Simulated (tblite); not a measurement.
Run report: CH6O3Si, geometry relaxation (part 2 of 2)

Continued. System: CH6O3Si, SMILES OC(O)O[SiH3]. Method: GFN2-xTB geometry optimisation, gas phase (tblite 0.8.0). 

Geometry of the input (Å):
```
C  -0.4163  -1.4987  1.2676
O  -0.7167  -0.2488  0.8085
Si -0.7280  0.3094  -0.8709
O  -0.2568  -1.5031  2.6069
O  0.7063  -1.9556  0.6181
H  -1.2231  -2.1447  0.9966
H  0.4580  -0.1507  -1.5224
H  -0.7793  1.7028  -0.9483
H  -1.8360  -0.2476  -1.5405
H  -0.5847  -2.1935  3.2452
H  0.9147  -1.8956  -0.3270
```

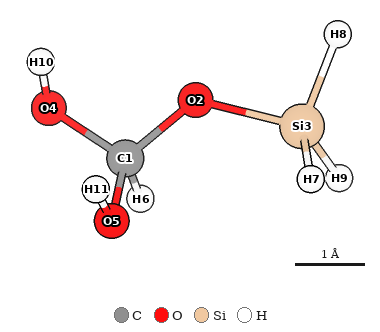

Figure 1. The geometry at step 80 of the log (ball-and-stick view, seen at a tilt; atoms are numbered from 1 in the order of the input).

### Trajectory as extended XYZ, continued
```
11
Properties=species:S:1:pos:R:3:forces:R:3 step=52 energy=-522.15730
C    -0.5929   -1.5927    1.0951   -0.0510  -0.1540  -0.0150
O    -0.3246   -0.3030    0.6820   -0.1240  -0.1620  -0.0470
Si   -0.6600    0.2660   -0.8156   -0.0300  -0.0340   0.0070
O    -0.7414   -1.6589    2.4534    0.6180   0.2520   0.2010
O     0.4019   -2.4536    0.6525    0.3140   0.2640  -0.2480
H    -1.5423   -1.9467    0.6727   -0.1290   0.0190   0.1010
H     0.4365   -0.0660   -1.7396   -0.0370   0.0120   0.0900
H    -0.7816    1.6765   -0.5130    0.0430   0.0900  -0.0230
H    -1.8863   -0.3690   -1.3015    0.0210   0.0620  -0.0180
H     0.1224   -1.4699    2.8816   -0.5590  -0.0960  -0.2600
H     1.1065   -1.9088    0.2663   -0.0660  -0.2540   0.2100
11
Properties=species:S:1:pos:R:3:forces:R:3 step=56 energy=-522.18428
C    -0.5996   -1.6163    1.0876   -0.0130   0.0290  -0.0470
O    -0.3403   -0.3228    0.6869   -0.1280   0.0200  -0.0620
Si   -0.6579    0.2575   -0.8068   -0.0560   0.0840  -0.0600
O    -0.7237   -1.6752    2.4488    0.0670   0.0050  -0.0280
O     0.3949   -2.4538    0.6063   -0.1210  -0.1930  -0.0360
H    -1.5634   -1.9666    0.6907    0.0240  -0.0390   0.0610
H     0.4441   -0.0540   -1.7265   -0.0290  -0.0650   0.0560
H    -0.7541    1.6767   -0.5320    0.0330   0.0760   0.0520
H    -1.9023   -0.3428   -1.2820    0.0100   0.0140  -0.0640
H     0.1102   -1.4135    2.8600    0.0340   0.0200   0.0280
H     1.1303   -1.9153    0.3009    0.1780   0.0500   0.0990
11
Properties=species:S:1:pos:R:3:forces:R:3 step=60 energy=-522.20474
C    -0.6076   -1.6358    1.0770    0.0410   0.0140  -0.0460
O    -0.3645   -0.3367    0.6889   -0.0650   0.0450  -0.0750
Si   -0.6584    0.2563   -0.8047   -0.0490   0.1250  -0.0510
O    -0.6999   -1.6976    2.4416    0.0500  -0.0490  -0.0280
O     0.3743   -2.4678    0.5542    0.0030   0.1390  -0.0500
H    -1.5769   -1.9906    0.7048    0.0130  -0.0740   0.0050
H     0.4459   -0.0460   -1.7219   -0.0300  -0.1150   0.0430
H    -0.7197    1.6797   -0.5336    0.0140   0.0540   0.0890
H    -1.9166   -0.3168   -1.2686   -0.0150  -0.0020  -0.1130
H     0.1062   -1.3426    2.8353    0.0840   0.0220   0.0540
H     1.1553   -1.9281    0.3608   -0.0450  -0.1580   0.1710
11
Properties=species:S:1:pos:R:3:forces:R:3 step=64 energy=-522.23400
C    -0.6266   -1.6628    1.0496   -0.0200  -0.0480   0.0870
O    -0.4597   -0.3506    0.6652    0.0060  -0.0270   0.0460
Si   -0.6790    0.2860   -0.8246    0.0120   0.0130   0.0770
O    -0.6145   -1.7335    2.4251    0.3510   0.2420   0.0800
O     0.3271   -2.4688    0.4538    1.0640   0.8220   0.2110
H    -1.6031   -2.0706    0.7507    0.1050   0.0540  -0.0700
H     0.4210   -0.0504   -1.7356   -0.0380  -0.0900   0.0520
H    -0.6290    1.7036   -0.4813   -0.0640  -0.1130   0.0120
H    -1.9430   -0.2508   -1.3164   -0.0410   0.0990  -0.1340
H     0.1337   -1.2167    2.7833   -0.3060  -0.2330  -0.2230
H     1.2112   -2.0116    0.5640   -1.0690  -0.7190  -0.1380
11
Properties=species:S:1:pos:R:3:forces:R:3 step=68 energy=-522.27235
C    -0.6263   -1.6551    1.0531    0.0330  -0.0090   0.0320
O    -0.4927   -0.3435    0.6559    0.0270   0.0130   0.0840
Si   -0.6925    0.2988   -0.8327   -0.0150  -0.0980   0.0530
O    -0.5984   -1.7191    2.4267   -0.0460   0.0110   0.0210
O     0.3363   -2.4492    0.4616    0.1010   0.0880  -0.0540
H    -1.5919   -2.0852    0.7534    0.0590   0.0680  -0.0110
H     0.4073   -0.0640   -1.7330   -0.0100  -0.0470   0.0450
H    -0.6280    1.7098   -0.4684   -0.0700  -0.1010  -0.0190
H    -1.9482   -0.2286   -1.3669   -0.0010   0.1360  -0.0610
H     0.1645   -1.2384    2.7769   -0.0070   0.0150  -0.1030
H     1.2080   -2.0517    0.6072   -0.0710  -0.0750   0.0110
11
Properties=species:S:1:pos:R:3:forces:R:3 step=72 energy=-522.28421
C    -0.6262   -1.6582    1.0522   -0.0130   0.0360  -0.0250
O    -0.5408   -0.3410    0.6637    0.0390   0.0340   0.0090
Si   -0.7073    0.2887   -0.8313    0.0230   0.0240  -0.0140
O    -0.5729   -1.7153    2.4231    0.1180  -0.0580   0.0110
O     0.3419   -2.4231    0.4317   -0.0310  -0.0370   0.0320
H    -1.5827   -2.1067    0.7597   -0.0190   0.0240  -0.0060
H     0.4034   -0.0801   -1.7111    0.0000  -0.0960   0.0210
H    -0.6208    1.6940   -0.4668   -0.0600   0.0100   0.0170
H    -1.9717   -0.1571   -1.4122   -0.0030   0.0350  -0.0170
H     0.1963   -1.2161    2.7366   -0.0930  -0.0080  -0.0280
H     1.2191   -2.1113    0.6884    0.0400   0.0370  -0.0010
11
Properties=species:S:1:pos:R:3:forces:R:3 step=76 energy=-522.28982
C    -0.6214   -1.6548    1.0480   -0.0060  -0.0090   0.0280
O    -0.5170   -0.3345    0.6756   -0.0260  -0.0310  -0.0430
Si   -0.6982    0.2850   -0.8235   -0.0230  -0.0050  -0.0280
O    -0.5706   -1.7311    2.4179    0.0160  -0.0500   0.0480
O     0.3423   -2.4264    0.4281    0.0630   0.0720   0.0200
H    -1.5845   -2.0883    0.7535    0.0140   0.0150  -0.0430
H     0.3979   -0.1207   -1.7042    0.0250  -0.0320   0.0250
H    -0.6396    1.6874   -0.4518    0.0050   0.0500  -0.0100
H    -1.9642   -0.1464   -1.4150   -0.0040   0.0090   0.0290
H     0.1737   -1.2059    2.7409    0.0020   0.0250   0.0060
H     1.2198   -2.0906    0.6643   -0.0650  -0.0440  -0.0320
11
Properties=species:S:1:pos:R:3:forces:R:3 step=80 energy=-522.29207
C    -0.6197   -1.6578    1.0474   -0.0100   0.0160  -0.0110
O    -0.5325   -0.3357    0.6763   -0.0110   0.0210   0.0180
Si   -0.7023    0.2863   -0.8235    0.0150   0.0120   0.0090
O    -0.5580   -1.7403    2.4174    0.0290  -0.0110  -0.0030
O     0.3459   -2.4183    0.4167    0.0090   0.0200   0.0130
H    -1.5799   -2.0940    0.7481    0.0030  -0.0180   0.0120
H     0.4050   -0.1467   -1.6776   -0.0110  -0.0020  -0.0050
H    -0.6418    1.6946   -0.4636    0.0240  -0.0120  -0.0040
H    -1.9750   -0.1211   -1.4155   -0.0020  -0.0180   0.0050
H     0.1733   -1.1940    2.7390   -0.0370  -0.0040  -0.0210
H     1.2232   -2.0992    0.6692   -0.0080  -0.0030  -0.0120
11
Properties=species:S:1:pos:R:3:forces:R:3 step=84 energy=-522.29372
C    -0.6194   -1.6599    1.0435   -0.0140  -0.0170   0.0260
O    -0.5581   -0.3322    0.6884    0.0050  -0.0270   0.0090
Si   -0.7003    0.2838   -0.8176    0.0180  -0.0020   0.0150
O    -0.5410   -1.7595    2.4116    0.0340   0.0060   0.0300
O     0.3482   -2.4008    0.3920   -0.0090   0.0180   0.0050
H    -1.5749   -2.1141    0.7562   -0.0160   0.0160  -0.0450
H     0.4036   -0.1701   -1.6652   -0.0140  -0.0010   0.0010
H    -0.6145    1.6911   -0.4630    0.0190   0.0100   0.0040
H    -1.9778   -0.1068   -1.4076   -0.0190  -0.0180  -0.0180
H     0.1463   -1.1629    2.7396   -0.0100  -0.0040  -0.0300
H     1.2261   -2.0948    0.6560    0.0060   0.0200   0.0030
11
Properties=species:S:1:pos:R:3:forces:R:3 step=88 energy=-522.29439
C    -0.6209   -1.6631    1.0455    0.0060   0.0060  -0.0120
O    -0.5632   -0.3334    0.6970   -0.0070   0.0060  -0.0090
Si   -0.6979    0.2811   -0.8111   -0.0150   0.0070  -0.0040
O    -0.5337   -1.7687    2.4129   -0.0060  -0.0080  -0.0110
O     0.3479   -2.3938    0.3848    0.0090  -0.0150   0.0070
H    -1.5755   -2.1163    0.7511    0.0020   0.0060   0.0040
H     0.3983   -0.1803   -1.6644   -0.0010  -0.0020   0.0150
H    -0.6010    1.6896   -0.4600    0.0130  -0.0150   0.0040
H    -1.9763   -0.1054   -1.4067    0.0020  -0.0030   0.0080
H     0.1345   -1.1500    2.7375    0.0080   0.0030  -0.0110
H     1.2260   -2.0859    0.6473   -0.0120   0.0150   0.0070
11
Properties=species:S:1:pos:R:3:forces:R:3 step=92 energy=-522.29462
C    -0.6213   -1.6640    1.0433   -0.0040  -0.0020   0.0020
O    -0.5675   -0.3337    0.6974    0.0050  -0.0040   0.0000
Si   -0.7000    0.2808   -0.8104    0.0080  -0.0030  -0.0010
O    -0.5304   -1.7705    2.4106   -0.0070   0.0030  -0.0010
O     0.3488   -2.3931    0.3830    0.0010   0.0080  -0.0010
H    -1.5756   -2.1176    0.7497   -0.0020  -0.0050   0.0030
H     0.3980   -0.1837   -1.6589    0.0000  -0.0060  -0.0010
H    -0.5930    1.6873   -0.4578    0.0030   0.0070   0.0040
H    -1.9784   -0.1051   -1.4038   -0.0120  -0.0010  -0.0050
H     0.1330   -1.1446    2.7316    0.0030  -0.0040  -0.0010
H     1.2244   -2.0821    0.6493    0.0050   0.0060  -0.0010
11
Properties=species:S:1:pos:R:3:forces:R:3 step=96 energy=-522.29466
C    -0.6216   -1.6641    1.0432    0.0010   0.0010  -0.0010
O    -0.5675   -0.3339    0.6974   -0.0080   0.0030   0.0000
Si   -0.7000    0.2807   -0.8105   -0.0020   0.0010   0.0000
O    -0.5306   -1.7707    2.4103   -0.0090  -0.0020  -0.0020
O     0.3495   -2.3915    0.3823   -0.0050  -0.0070  -0.0010
H    -1.5756   -2.1186    0.7501    0.0010  -0.0010  -0.0020
H     0.3977   -0.1865   -1.6579   -0.0020  -0.0020  -0.0020
H    -0.5914    1.6875   -0.4565    0.0020  -0.0070  -0.0020
H    -1.9795   -0.1044   -1.4044    0.0040   0.0050   0.0040
H     0.1325   -1.1446    2.7307    0.0090   0.0010   0.0060
H     1.2247   -2.0800    0.6492    0.0080   0.0090   0.0010
11
Properties=species:S:1:pos:R:3:forces:R:3 step=100 energy=-522.29473
C    -0.6222   -1.6635    1.0433    0.0000  -0.0010  -0.0050
O    -0.5692   -0.3334    0.6969   -0.0020  -0.0020   0.0060
Si   -0.6998    0.2797   -0.8117    0.0060  -0.0070   0.0070
O    -0.5346   -1.7697    2.4107    0.0010   0.0010  -0.0110
O     0.3511   -2.3894    0.3838    0.0000  -0.0040   0.0080
H    -1.5748   -2.1195    0.7481   -0.0020  -0.0020   0.0010
H     0.3979   -0.1897   -1.6589   -0.0110   0.0020   0.0020
H    -0.5886    1.6849   -0.4547    0.0020   0.0070  -0.0080
H    -1.9807   -0.1047   -1.4020    0.0000   0.0050  -0.0070
H     0.1337   -1.1489    2.7315    0.0030  -0.0030   0.0060
H     1.2254   -2.0720    0.6470    0.0030   0.0050   0.0010
11
Properties=species:S:1:pos:R:3:forces:R:3 step=104 energy=-522.29487
C    -0.6228   -1.6639    1.0430    0.0030   0.0010   0.0050
O    -0.5768   -0.3333    0.6987    0.0120   0.0060  -0.0010
Si   -0.6996    0.2783   -0.8107   -0.0230   0.0050  -0.0040
O    -0.5378   -1.7711    2.4102   -0.0100  -0.0160   0.0080
O     0.3563   -2.3839    0.3856    0.0010   0.0020   0.0010
H    -1.5732   -2.1237    0.7460    0.0090  -0.0080   0.0020
H     0.3932   -0.2017   -1.6571    0.0030   0.0030  -0.0010
H    -0.5818    1.6844   -0.4575    0.0060  -0.0050  -0.0070
H    -1.9824   -0.0982   -1.4035    0.0070   0.0060  -0.0010
H     0.1344   -1.1567    2.7348    0.0050   0.0040  -0.0030
H     1.2285   -2.0565    0.6445   -0.0120   0.0020   0.0020
11
Properties=species:S:1:pos:R:3:forces:R:3 step=107 energy=-522.29497
C    -0.6234   -1.6642    1.0439    0.0010   0.0000   0.0000
O    -0.5802   -0.3333    0.6987    0.0030   0.0010  -0.0030
Si   -0.7021    0.2782   -0.8110    0.0010   0.0030  -0.0030
O    -0.5418   -1.7713    2.4112    0.0030  -0.0020   0.0040
O     0.3598   -2.3808    0.3889   -0.0060  -0.0040  -0.0020
H    -1.5710   -2.1283    0.7455    0.0020   0.0000   0.0000
H     0.3899   -0.2059   -1.6566    0.0000   0.0030  -0.0010
H    -0.5765    1.6846   -0.4618    0.0010  -0.0070  -0.0010
H    -1.9843   -0.0937   -1.4064   -0.0050   0.0030   0.0010
H     0.1383   -1.1650    2.7353   -0.0050  -0.0010   0.0020
H     1.2295   -2.0463    0.6462    0.0030   0.0040   0.0030
```

### Key numbers

```tsv
quantity	value
outcome	converged
total energy	−522.2950 eV
wall time	1.3 s
peak memory	0.18 GiB
```
